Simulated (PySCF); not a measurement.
C3H11NO2Si2

```xyz
19

C     2.3602   -0.2016   -0.1557
C     1.9843   -0.2459   -1.4192
C     0.5905   -0.5495   -1.8866
O    -0.3272   -0.6979   -0.8483
Si   -1.2890    0.4381   -0.2146
N    -0.4550    1.9343   -0.0557
O    -1.8364   -0.2093    1.1643
Si   -1.7193   -0.8865    2.6240
H     1.6586   -0.3943    0.6386
H     3.3744    0.0169    0.1314
H     2.6846   -0.0680   -2.2244
H     0.6036   -1.4943   -2.4483
H     0.2685    0.2427   -2.5750
H    -2.4856    0.6733   -1.0091
H     0.5482    1.9438    0.0342
H    -0.8662    2.6822    0.4753
H    -2.8253   -1.8370    2.6987
H    -1.8563    0.2078    3.5892
H    -0.4222   -1.5456    2.7898
```

Geometry: GFN2-xTB.

Theory: PySCF, PBE0/pcSseg-1, SCF density, gas phase, non-relativistic.

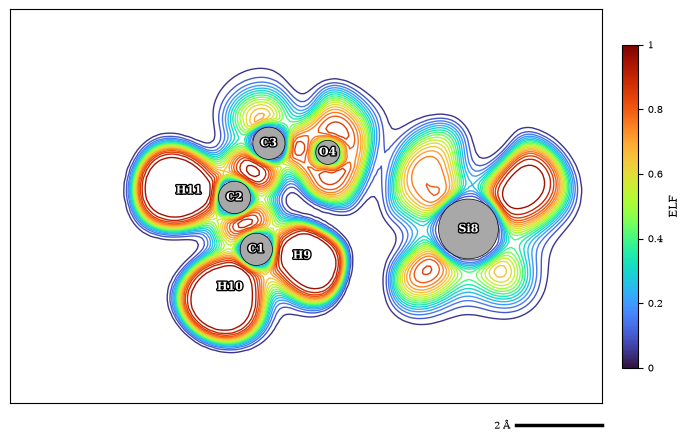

Figure 1. ELF on the plane of atoms C2, C3 and O4. Grey discs cover the atomic cores.

Question: What does the map show?

Answer: Atoms in the plane: C, O, Si and H.
C–C (1.32 Å): the ELF peaks at about 0.90 between the atoms (a multiple bond).
C–O (1.39 Å): the ELF peaks at about 0.90 between the atoms (a polar covalent bond).
C–C (1.50 Å): the ELF peaks at about 0.95 between the atoms, as expected for a shared electron pair.
C–H (1.08 Å): the ELF climbs to about 1 towards the hydrogen, as it does in any bond to H; a covalent bond by its length.
The ELF also peaks beside O4, away from the bonds: lone-pair regions.

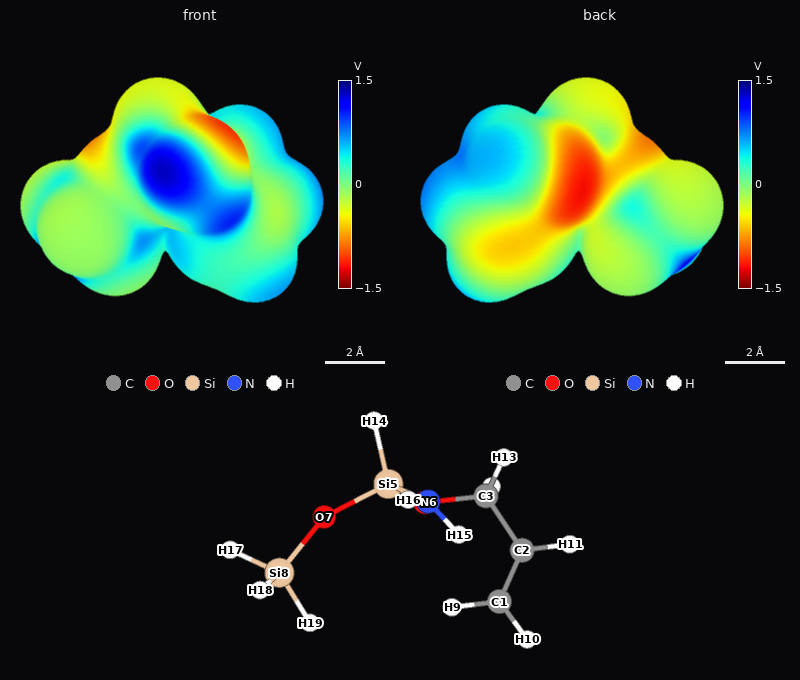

Figure 2. The molecular electrostatic potential painted on the density surface at 0.001 e/bohr³, seen from the front and from behind; red is negative and blue positive. The bare structure is drawn below in the same view.

Question: Where is the surface potential most negative and most positive?

Answer: The most negative region (about −1.2 V) lies over O4, the most positive (about +1.3 V) over H16. O4 is the likeliest acceptor of a hydrogen bond.

Question: How polar is the molecule by this calculation?

Answer: Its dipole moment is 1.91 D.
